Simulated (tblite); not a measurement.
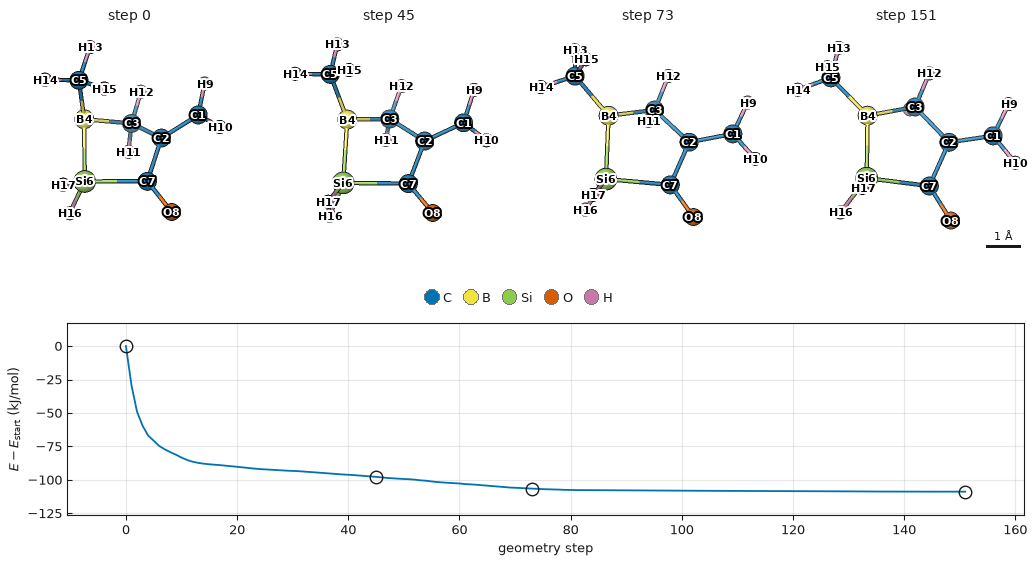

Frames of a relaxation of C5H9BOSi, marked on the history of the run. The picture is a ball-and-stick view, seen face on.

All numbers below come from tblite 0.8.0, GFN2-xTB geometry optimisation, gas phase. 

**Describe the path.**

Over 151 geometry steps the energy falls by 108.8 kJ/mol. The atom that moves furthest after the best rigid fit is H15 (1.74 Å). Largest moves by element: H 1.74 Å, C 0.90 Å, O 0.66 Å, B 0.60 Å, Si 0.50 Å. Near-neighbour distances that change, for instance: Si6–C7 1.875 → 1.939 Å, C2–C3 1.446 → 1.506 Å, C7–O8 1.266 → 1.213 Å, B4–C5 1.604 → 1.568 Å. Bond angles that change, for instance: C5–B4–Si6 115.1° → 130.9°, C3–B4–Si6 95.3° → 107.4°, B4–Si6–H16 110.9° → 120.7°. Groups turn about C2–C3 by about 35°. From step 0 to 45: H15 moves most (0.70 Å), energy −97.8 kJ/mol. From step 45 to 73: H10 moves most (0.78 Å), energy −8.78 kJ/mol. From step 73 to 151: H14 moves most (0.61 Å), energy −2.29 kJ/mol.
